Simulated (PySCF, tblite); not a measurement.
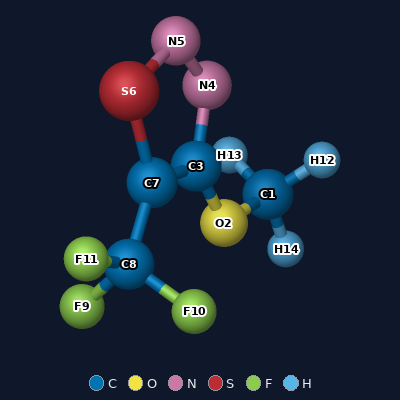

The molecule: C₄H₃F₃N₂OS, SMILES COc1nnsc1C(F)(F)F.

GIAO shifts, PBE0/pcSseg-1 with PySCF, at a GFN2-xTB geometry (a minimum by its frequencies), against TMS for ¹³C and H₂O for ¹⁷O computed at the same level (¹⁷O: a single water molecule, while the usual scale starts at liquid water and gives values some tens of ppm lower). Gas phase, fully decoupled, line heights follow the number of nuclei, widths are arbitrary (no quadrupolar broadening); values of one conformer, averaged over methyl-type rotors and exact or near symmetry; other conformers aren't averaged in.

How many ¹³C lines appear, and where?

Answer. 4 signals.


```csv
δ (ppm),nuclei,atoms
172.0,1,C3
131.4,1,C8
130.4,1,C7
60.7,1,C1
```

The order of signals that lie close, as those under 2 ppm apart, is within the error of the method.

Which ¹⁷O signals does it give?

Answer. 1 signal.


| δ (ppm) | nuclei | atoms |
| --- | --- | --- |
| 100.0 | 1 | O2 |

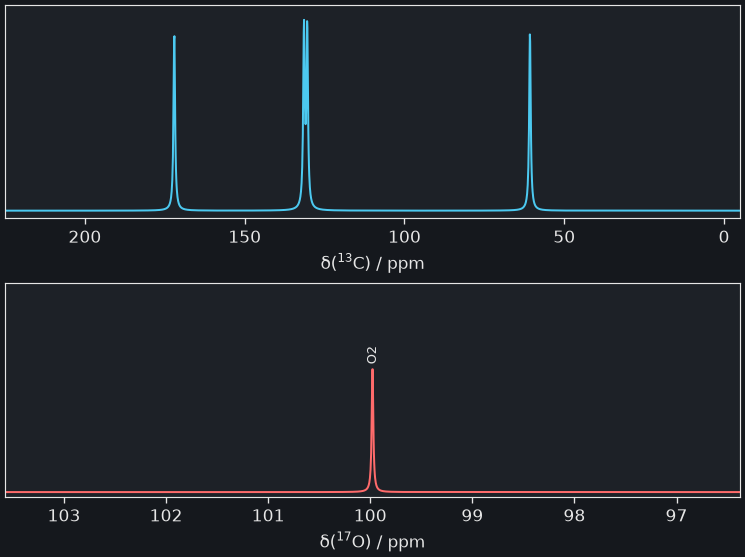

Known limits of this run: the tight-binding geometry is rougher than a DFT one and adds to the error.
